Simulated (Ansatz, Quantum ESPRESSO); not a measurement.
# Mode couplings of MgTi in the Bh ordering in a second program

Wanted: phonons, linewidths and couplings of MgTi in the Bh ordering from a second program. The first relaxation steps of the session are not shown, so no cell shown is the starting entry, unless a step says so.

Method: DFT PBEsol, scalar-relativistic, plane waves, PAW, in the first sound run; inputs show where later runs differ, in Ansatz 0.2.0 and Quantum ESPRESSO 7.5.

The structure was built from a prototype and need not be the compound's stable phase.

### Step 1. The cell after earlier relaxation steps

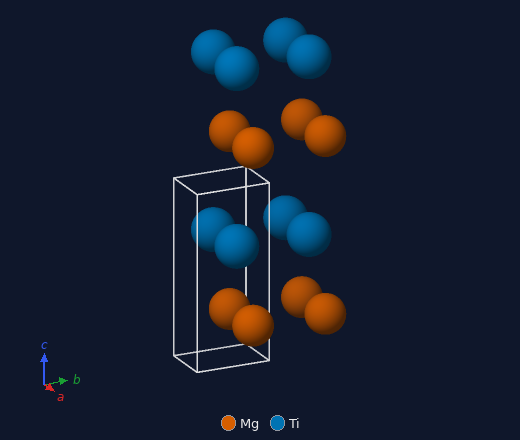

Start, viewed slightly off an axis; magnesium orange, titanium blue. 2×2×2 cells are drawn.

### Step 2. Tight relaxation

Residual forces and stress shift phonon frequencies, so the cell is relaxed again, with tight thresholds and the mesh and smearing of this input. Earlier relaxation steps are not shown.

input.yaml reads:

```yaml
crystal:
  lattice:
    - [2.8716407284, 0.0, 0.0]
    - [-1.4358203642, 2.4869138214, 0.0]
    - [0.0, 0.0, 5.1958706251]
  atoms:
    - { symbol: Mg, position: [0.3333333333, 0.6666666667, 0.25] }
    - { symbol: Ti, position: [0.6666666667, 0.3333333333, 0.75] }
kpoints:
  mp_grid: { grid: [12, 12, 6] }
hamiltonian:
  xc: pbesol
scf:
  occupations: { method: methfessel_paxton, width: 0.2 }
output:
  forces: true
  stress: true
  eigenvalues: true
relax:
  adjacent_minimum: "off"
  f_tol: 0.001
  max_steps: 60
  cell: { stress_tol: 0.01 }
```

On the command line:

```sh
$ ansatz run input.yaml --threads 4 --pin off --max-ram 8192MiB --backend cpu --events-out ev --progress --plain --runs-dir out
```

Numbers of over 12 decimals in the logs are rounded to 6 here.

Output:

```text
[the first part of the log is left out]
  E_xc         = -125.027722
  E_vxc        = -158.237789  (∫ρ·V_xc dr)
  E_paw        = -1303.334794  (= ΣΔE_a)
  E_vpaw       = -196.322492  (= ΣTr[D̂ρ^β])
  E_aug_tail   = 0.000109  (compensation charges beyond the density's cutoff)
  E_ewald      = -1902.938888
  E_core_change = 0.198247  (= ΣΔE_core)
  E_smearing   = 0.001513  (= −TS)
  E_closure    = -0.000000  (closes the sum)
  Σ components = -4385.492075   (vs F -4385.492075, Δ=0.00e0)
--- Forces (eV/Å), atoms counted from 1 ---
  atom   1  Mg    -0.00000000    -0.00000000    -0.00000000
  atom   2  Ti     0.00000000     0.00000000     0.00000000
  max |Σ_I F_I| component: 5.39e-17 eV/Å
--- Stress (GPa, compression-positive) ---
        0.002897       0.000000       0.000000
       -0.000000       0.002897       0.000000
        0.000000       0.000000       0.006809
  P = ⅓ Tr σ = 0.0042 GPa (0.042 kbar)
--- Band table (eV; the first three rows and the last of 76) ---
  k-point 0: bands = ["-65.1829", "-46.7797", "-32.1079", "-32.1079", "-32.0817", "-23.2198", "-22.7846", "-22.7846", "2.7971", "7.2934", "8.2980", "10.8173", "10.8173", "12.3384", "12.3384"]
  k-point 1: bands = ["-65.1829", "-46.7797", "-32.1079", "-32.1079", "-32.0815", "-23.2203", "-22.7846", "-22.7846", "2.9594", "6.5763", "8.6673", "10.8175", "10.8175", "12.3344", "12.3344"]
  k-point 2: bands = ["-65.1829", "-46.7798", "-32.1079", "-32.1079", "-32.0813", "-23.2212", "-22.7846", "-22.7846", "3.4160", "5.4943", "8.9563", "10.8180", "10.8180", "12.3264", "12.3264"]
  k-point 75: bands = ["-65.1727", "-46.6716", "-32.1649", "-32.1645", "-32.0687", "-23.1880", "-23.1872", "-23.1189", "8.9747", "9.2585", "9.4304", "9.5841", "10.8714", "10.8911", "13.1767"]
--- Relaxed structure (3 steps of the walk, 3 accepted, 1 SCFs on fresh bases) ---
  F+E_penalty+E_count = -4385.49207462 eV   max|allowed force component| = 3.318e-17 eV/Å   (the final SCF, on the basis selected at the relaxed cell)
  cell:  # Å, volume = 37.0716 Å³
    - [2.869620, 0, 0]
    - [-1.434810, 2.485163, 0]
    - [0, 0, 5.198303]
  atoms:
    - { symbol: Mg, position: [0.333333, 0.666667, 0.25] }
    - { symbol: Ti, position: [0.666667, 0.333333, 0.75] }
```

It took 5 s on 4 threads of Arm Neoverse V1, shared host; peak memory 0.37 GiB.

Little changed from the start: no atom moved by 0.005 Å and no cell edge by 0.1 %.

This step gave:

- pressure: 0.004201 GPa
- volume per atom: 18.54 Å³
- metallic on mesh: yes
- gap on the k-mesh: 0 eV

The largest force is now zero by symmetry and the largest stress component 0.0068 GPa.

### Step 3. Ground state with pw.x

ph.x needs a tightly converged ground state on the same k mesh; the cell is that of the step before.

This step: DFT PBEsol, scalar-relativistic, plane waves, GBRV ultrasoft pseudopotentials (Quantum ESPRESSO 7.5).

pw.in reads:

```
&control
   calculation = 'scf'
   prefix = 'x'
   outdir = './tmp'
   pseudo_dir = './pseudo'
   tprnfor = .true.
   tstress = .true.
/
&system
   ibrav = 4
   celldm(1) = 5.42279498
   celldm(3) = 1.81149546
   nat = 2
   ntyp = 2
   ecutwfc = 52.0
   ecutrho = 416.0
   occupations = 'smearing'
   smearing = 'fd'
   degauss = 0.00734986
   nbnd = 21
/
&electrons
   conv_thr = 1.0d-11
   mixing_beta = 0.5
/
ATOMIC_SPECIES
 Mg     24.3050  Mg.upf
 Ti     47.8670  Ti.upf
ATOMIC_POSITIONS crystal
 Mg     0.333333333   0.666666667   0.250000000
 Ti     0.666666667   0.333333333   0.750000000
K_POINTS automatic
 8 8 4 0 0 0
```

On the command line:

```sh
$ OMP_NUM_THREADS=1 mpirun -n 4 pw.x -nk 4 -in pw.in > pw.x.log
```

Output:

```text
Program PWSCF v.7.5

     This program is part of the open-source Quantum ESPRESSO suite
     for quantum simulation of materials; please cite
         "P. Giannozzi et al., J. Phys.:Condens. Matter 21 395502 (2009);
         "P. Giannozzi et al., J. Phys.:Condens. Matter 29 465901 (2017);
         "P. Giannozzi et al., J. Chem. Phys. 152 154105 (2020);
     in publications or presentations arising from this work. More details at

     G-vector sticks info
     --------------------
     sticks:   dense  smooth     PW     G-vecs:    dense   smooth      PW
     Sum         847     421    121                35901    12693    2125

     Using Slab Decomposition

     bravais-lattice index     =            4
     lattice parameter (alat)  =       5.4228  a.u.
     unit-cell volume          =     250.1713 (a.u.)^3
     number of atoms/cell      =            2
     number of atomic types    =            2
     number of electrons       =        22.00
     number of Kohn-Sham states=           21
     kinetic-energy cutoff     =      52.0000  Ry
     charge density cutoff     =     416.0000  Ry
     scf convergence threshold =      1.0E-11
     mixing beta               =       0.5000
     number of iterations used =            8  plain     mixing
     Exchange-correlation= SLA  PW   PSX  PSC
                           (   1   4  10   8   0   0   0)

     celldm(1)=   5.422795  celldm(2)=   0.000000  celldm(3)=   1.811495
     celldm(4)=   0.000000  celldm(5)=   0.000000  celldm(6)=   0.000000

     crystal axes: (cart. coord. in units of alat)
               a(1) = (   1.000000   0.000000   0.000000 )
               a(2) = (  -0.500000   0.866025   0.000000 )
               a(3) = (   0.000000   0.000000   1.811495 )

     reciprocal axes: (cart. coord. in units 2 pi/alat)
               b(1) = (  1.000000  0.577350 -0.000000 )
               b(2) = (  0.000000  1.154701  0.000000 )
               b(3) = (  0.000000 -0.000000  0.552030 )

     PseudoPot. # 1 for Mg read from file:
     ./pseudo/Mg.upf
     Pseudo is Ultrasoft, Zval = 10.0
     Using radial grid of  821 points,  7 beta functions with:
                l(1) =   0
                l(2) =   0
                l(3) =   0
                l(4) =   1
                l(5) =   1
                l(6) =   2
                l(7) =   2
     Q(r) pseudized with  8 coefficients,  rinner =    1.200   1.200   1.200
                                                       1.200   1.200

     PseudoPot. # 2 for Ti read from file:
     ./pseudo/Ti.upf
     Pseudo is Ultrasoft + core correction, Zval = 12.0
     Using radial grid of  851 points,  6 beta functions with:
                l(1) =   0
                l(2) =   0
                l(3) =   1
                l(4) =   1
                l(5) =   2
                l(6) =   2
     Q(r) pseudized with  6 coefficients,  rinner =    1.000   1.000   1.000
                                                       1.000   1.000

     atomic species   valence    mass     pseudopotential
     Mg               10.00    24.30500     Mg( 1.00)
     Ti               12.00    47.86700     Ti( 1.00)

     12 Sym. Ops. (no inversion) found ( 6 have fractional translation)

   Cartesian axes

     site n.     atom                  positions (alat units)
         1        Mg     tau(   1) = (  -0.0000000   0.5773503   0.4528739  )
         2        Ti     tau(   2) = (   0.5000000   0.2886751   1.3586216  )

     number of k points=    30  Fermi-Dirac smearing, width (Ry)=  0.0073
                       cart. coord. in units 2pi/alat
        k(    1) = (   0.0000000   0.0000000   0.0000000), wk =   0.0078125
        k(    2) = (   0.0000000   0.0000000   0.1380075), wk =   0.0156250
        k(    3) = (   0.0000000   0.0000000  -0.2760150), wk =   0.0078125
        k(    4) = (   0.0000000   0.1443376   0.0000000), wk =   0.0468750
        k(    5) = (   0.0000000   0.1443376   0.1380075), wk =   0.0937500
        k(    6) = (   0.0000000   0.1443376  -0.2760150), wk =   0.0468750
        k(    7) = (   0.0000000   0.2886751   0.0000000), wk =   0.0468750
        k(    8) = (   0.0000000   0.2886751   0.1380075), wk =   0.0937500
        k(    9) = (   0.0000000   0.2886751  -0.2760150), wk =   0.0468750
        k(   10) = (   0.0000000   0.4330127   0.0000000), wk =   0.0468750
        k(   11) = (   0.0000000   0.4330127   0.1380075), wk =   0.0937500
        k(   12) = (   0.0000000   0.4330127  -0.2760150), wk =   0.0468750
        k(   13) = (   0.0000000  -0.5773503   0.0000000), wk =   0.0234375
        k(   14) = (   0.0000000  -0.5773503   0.1380075), wk =   0.0468750
        k(   15) = (   0.0000000  -0.5773503  -0.2760150), wk =   0.0234375
        k(   16) = (   0.1250000   0.2165064   0.0000000), wk =   0.0468750
[...]
k(   23) = (   0.1250000   0.5051815   0.1380075), wk =   0.1875000
        k(   24) = (   0.1250000   0.5051815  -0.2760150), wk =   0.0937500
        k(   25) = (   0.2500000   0.4330127   0.0000000), wk =   0.0468750
        k(   26) = (   0.2500000   0.4330127   0.1380075), wk =   0.0937500
        k(   27) = (   0.2500000   0.4330127  -0.2760150), wk =   0.0468750
        k(   28) = (   0.2500000   0.5773503   0.0000000), wk =   0.0468750
        k(   29) = (   0.2500000   0.5773503   0.1380075), wk =   0.0937500
        k(   30) = (   0.2500000   0.5773503  -0.2760150), wk =   0.0468750

     Dense  grid:    35901 G-vectors     FFT dimensions: (  36,  36,  64)

     Smooth grid:    12693 G-vectors     FFT dimensions: (  25,  25,  48)

     Check: negative core charge=   -0.000003

     Initial potential from superposition of free atoms

     starting charge      20.6997, renormalised to      22.0000

     negative rho (up, down):  6.591E-04 0.000E+00
     Starting wfcs are   15 randomized atomic wfcs +    6 random wfcs

     per-process dynamical memory:    51.3 Mb

     Self-consistent Calculation

     iteration #  1     ecut=    52.00 Ry     beta= 0.50
     Davidson diagonalization with overlap
     ethr =  1.00E-02,  avg # of iterations =  5.9

     negative rho (up, down):  5.597E-04 0.000E+00

     total energy              =    -243.73801651 Ry
     estimated scf accuracy    <       1.62379945 Ry

     iteration #  2     ecut=    52.00 Ry     beta= 0.50
     Davidson diagonalization with overlap
     ethr =  7.38E-03,  avg # of iterations =  2.2

     negative rho (up, down):  6.069E-04 0.000E+00

     total energy              =    -243.82150142 Ry
     estimated scf accuracy    <       1.98357093 Ry

     iteration #  3     ecut=    52.00 Ry     beta= 0.50
[...]
estimated scf accuracy    <       0.00000118 Ry

     iteration #  8     ecut=    52.00 Ry     beta= 0.50
     Davidson diagonalization with overlap
     ethr =  5.37E-09,  avg # of iterations =  1.0

     negative rho (up, down):  4.610E-04 0.000E+00

     total energy              =    -244.23209235 Ry
     estimated scf accuracy    <       0.00000012 Ry

     iteration #  9     ecut=    52.00 Ry     beta= 0.50
     Davidson diagonalization with overlap
     ethr =  5.66E-10,  avg # of iterations =  1.1

     negative rho (up, down):  4.610E-04 0.000E+00

     total energy              =    -244.23209236 Ry
     estimated scf accuracy    <          1.9E-09 Ry

     iteration # 10     ecut=    52.00 Ry     beta= 0.50
     Davidson diagonalization with overlap
     ethr =  8.78E-12,  avg # of iterations =  1.9

     negative rho (up, down):  4.610E-04 0.000E+00

     total energy              =    -244.23209236 Ry
     estimated scf accuracy    <          2.1E-10 Ry

     iteration # 11     ecut=    52.00 Ry     beta= 0.50
     Davidson diagonalization with overlap
     ethr =  9.63E-13,  avg # of iterations =  2.0

     negative rho (up, down):  4.610E-04 0.000E+00

     End of self-consistent calculation

          k = 0.0000 0.0000 0.0000 (  1583 PWs)   bands (ev):

   -65.3626 -46.9276 -32.3133 -32.3133 -32.2943 -23.3577 -22.9296 -22.9296
     2.6577   7.1531   8.1598  10.6755  10.6755  12.2005  12.2005  12.5194
    24.0827  24.2132  24.2132  24.3220  26.0640

          k = 0.0000 0.0000 0.1380 (  1589 PWs)   bands (ev):

   -65.3626 -46.9277 -32.3133 -32.3133 -32.2941 -23.3586 -22.9296 -22.9296
     3.0171   5.8888   8.7053  10.6759  10.6759  12.1925  12.1925  13.5782
    21.0308  24.4082  24.4082  24.9760  26.8928

          k = 0.0000 0.0000-0.2760 (  1594 PWs)   bands (ev):

   -65.3626 -46.9277 -32.3133 -32.3133 -32.2938 -23.3595 -22.9296 -22.9296
     3.7253   4.6722   8.8986  10.6763  10.6763  12.1845  12.1845  15.0118
    18.9675  24.6141  24.6141  25.2422  26.7253

          k = 0.0000 0.1443 0.0000 (  1571 PWs)   bands (ev):

   -65.3613 -46.9137 -32.3251 -32.3161 -32.2926 -23.3446 -23.0168 -22.9494
     3.0595   7.5640   8.2173  10.3642  10.9883  12.1087  12.2561  12.6548
    20.7789  23.0966  23.6826  24.4990  25.7431

          k = 0.0000 0.1443 0.1380 (  1582 PWs)   bands (ev):

   -65.3613 -46.9137 -32.3251 -32.3161 -32.2924 -23.3454 -23.0167 -22.9494
     3.4053   6.2622   8.8909  10.3683  10.9889  11.7635  12.0995  14.1601
    20.7823  21.4370  23.3362  24.3579  25.3008

          k = 0.0000 0.1443-0.2760 (  1584 PWs)   bands (ev):

   -65.3613 -46.9137 -32.3251 -32.3161 -32.2922 -23.3462 -23.0167 -22.9494
     4.0576   5.1156   9.1364  10.3724  10.9895  11.6048  12.0903  15.8503
    19.0448  21.1271  23.6293  24.1861  25.1466

          k = 0.0000 0.2887 0.0000 (  1581 PWs)   bands (ev):

   -65.3580 -46.8798 -32.3537 -32.3229 -32.2885 -23.3130 -23.2235 -22.9968
     4.2116   8.3294   8.4230   9.9381  11.8236  11.8936  12.5580  13.0133
    16.9079  21.6530  21.9247  22.3703  25.3878

          k = 0.0000 0.2887 0.1380 (  1577 PWs)   bands (ev):

   -65.3580 -46.8798 -32.3538 -32.3229 -32.2884 -23.3135 -23.2235 -22.9968
     4.5123   7.1825   9.1426   9.9889  11.3152  11.8243  11.8819  15.0583
    17.1877  21.1662  21.4996  21.9949  23.8481

          k = 0.0000 0.2887-0.2760 (  1592 PWs)   bands (ev):

[...]
18.0051  19.2848  20.6308  22.5089  23.2404

          k = 0.0000 0.4330 0.0000 (  1583 PWs)   bands (ev):

[...]
14.4793  19.0645  20.5991  20.6032  23.0143

          k = 0.0000 0.4330 0.1380 (  1585 PWs)   bands (ev):

[...]
16.1816  18.5037  20.7044  21.0248  23.1065

          k = 0.0000 0.4330-0.2760 (  1594 PWs)   bands (ev):

[...]
17.3555  19.1260  19.8143  22.4463  23.0096

          k = 0.0000-0.5774 0.0000 (  1584 PWs)   bands (ev):

[...]
14.7757  17.7633  19.0974  20.1826  22.3021

          k = 0.0000-0.5774 0.1380 (  1592 PWs)   bands (ev):

[...]
15.3620  18.7950  19.5164  20.6307  22.1799

          k = 0.0000-0.5774-0.2760 (  1588 PWs)   bands (ev):

[...]
15.9056  19.5544  20.2051  21.6045  22.3548

          k = 0.1250 0.2165 0.0000 (  1580 PWs)   bands (ev):

[...]
18.3540  20.0690  23.3634  24.8121  25.1508

          k = 0.1250 0.2165 0.1380 (  1579 PWs)   bands (ev):

[...]
k = 0.1250 0.2165-0.2760 (  1580 PWs)   bands (ev):

[...]
k = 0.1250 0.3608 0.0000 (  1578 PWs)   bands (ev):

[...]
k = 0.1250 0.3608 0.1380 (  1590 PWs)   bands (ev):

[...]
k = 0.1250 0.3608-0.2760 (  1582 PWs)   bands (ev):

[...]
k = 0.1250 0.5052 0.0000 (  1585 PWs)   bands (ev):

[...]
k = 0.1250 0.5052 0.1380 (  1583 PWs)   bands (ev):

[...]
15.9970  17.7408  18.8325  20.8433  21.5267

          k = 0.1250 0.5052-0.2760 (  1590 PWs)   bands (ev):

[...]
16.3194  18.0161  20.3173  20.4744  21.5466

          k = 0.2500 0.4330 0.0000 (  1592 PWs)   bands (ev):

[...]
14.6522  16.5671  19.7178  20.0076  21.6731

          k = 0.2500 0.4330 0.1380 (  1579 PWs)   bands (ev):

[...]
15.9683  17.6095  18.7811  19.1069  23.1487

          k = 0.2500 0.4330-0.2760 (  1584 PWs)   bands (ev):

   -65.3535 -46.8315 -32.3787 -32.3480 -32.2828 -23.3988 -23.2682 -23.1771
     7.2536   8.7088   9.1419  10.2904  10.5548  10.5813  13.8117  14.0593
    16.6469  17.7334  17.9191  20.7121  21.5202

          k = 0.2500 0.5774 0.0000 (  1578 PWs)   bands (ev):

   -65.3526 -46.8215 -32.3793 -32.3576 -32.2816 -23.4031 -23.2586 -23.2467
     8.4052   9.0147   9.0838   9.3330  10.1215  12.1186  13.5595  14.5035
    15.5328  17.8423  18.1957  19.5964  19.6454

          k = 0.2500 0.5774 0.1380 (  1580 PWs)   bands (ev):

   -65.3526 -46.8215 -32.3793 -32.3576 -32.2816 -23.4030 -23.2586 -23.2466
     8.5076   8.6974   9.4164   9.5727  10.0155  12.2279  12.6541  14.7658
    15.8392  16.3402  18.3045  20.2273  20.9963

          k = 0.2500 0.5774-0.2760 (  1574 PWs)   bands (ev):

   -65.3526 -46.8215 -32.3794 -32.3576 -32.2817 -23.4029 -23.2587 -23.2466
     8.3688   8.9135   9.4248   9.7011  10.6987  10.7814  13.0967  14.7349
    15.8532  16.0635  17.3313  21.8767  23.3680

     the Fermi energy is     9.5394 ev

!    total energy              =    -244.23209236 Ry
     estimated scf accuracy    <          8.4E-12 Ry
     smearing contrib. (-TS)   =      -0.00499734 Ry
     internal energy E=F+TS    =    -244.22709502 Ry

     The total energy is F=E-TS. E is the sum of the following terms:
     one-electron contribution =    -143.28911493 Ry
     hartree contribution      =      73.43670115 Ry
     xc contribution           =     -34.51125279 Ry
     ewald contribution        =    -139.86342845 Ry

     convergence has been achieved in  11 iterations

     negative rho (up, down):  4.610E-04 0.000E+00

     Forces acting on atoms (cartesian axes, Ry/au):

     atom    1 type  1   force =     0.00000000    0.00000000    0.00000000
     atom    2 type  2   force =     0.00000000    0.00000000    0.00000000

     Total force =     0.000000     Total SCF correction =     0.000000

     Computing stress (Cartesian axis) and pressure

     negative rho (up, down):  4.610E-04 0.000E+00
          total   stress  (Ry/bohr**3)                   (kbar)     P=        1.16
   0.00003129  -0.00000000   0.00000000            4.60       -0.00        0.00
   0.00000000   0.00003129   0.00000000            0.00        4.60        0.00
   0.00000000   0.00000000  -0.00003903            0.00        0.00       -5.74

     Writing all to output data dir ./tmp/x.save/ :
     XML data file, charge density, pseudopotentials, collected wavefunctions

   JOB DONE.
```

Wall time 6.3 s (4 MPI ranks).

Numbers from this step:

```
pressure : 0.1153 GPa
```

With these potentials, mesh and smearing the cell is at 0.12 GPa.

(Part 1 of 4 ends here.)

[Logs are printed without paths, hosts, clocks, repeated set-up lines and the standing remarks that a program may print on its own settings, such as how far it seeks lower states.]

[Hosts, paths, dates, database ids (printed as entryN), source tags and the programs' standing remarks are cut or masked in the printed files.]
